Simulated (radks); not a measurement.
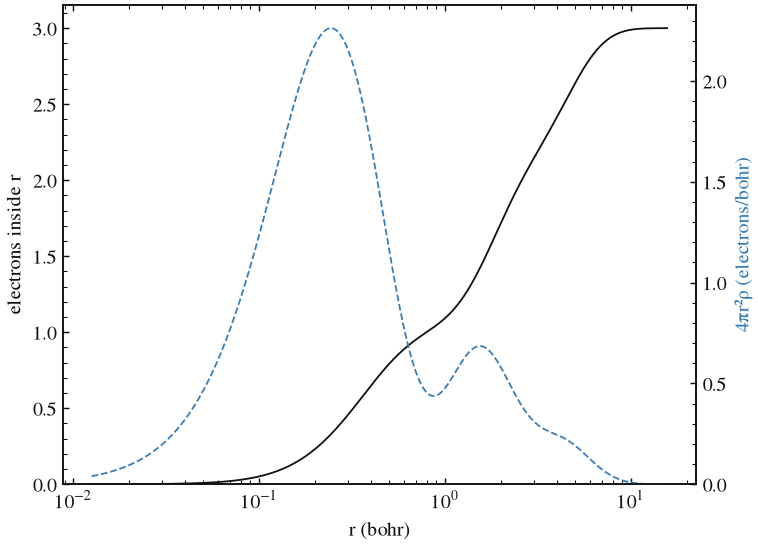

Be⁺ (Z = 4, 3 electrons); electrons: 1s1 2s1 3d1 (high spin). Computed with the in-house radial solver radks: non-relativistic Kohn-Sham, PBE, spin-polarised, spherical densities, point nucleus.

The plot shows the number of electrons inside radius r (solid) and the radial density 4πr²ρ (dashed).

Read the plot.

Answer. The count levels off at 3 electrons. Half of them lie within 1.66 bohr, 90 % within 5.36 bohr and 99 % within 8.72 bohr. The radial density has a minimum at 0.874 bohr, where the count stands at 1.0; this parts the shells that the density resolves.
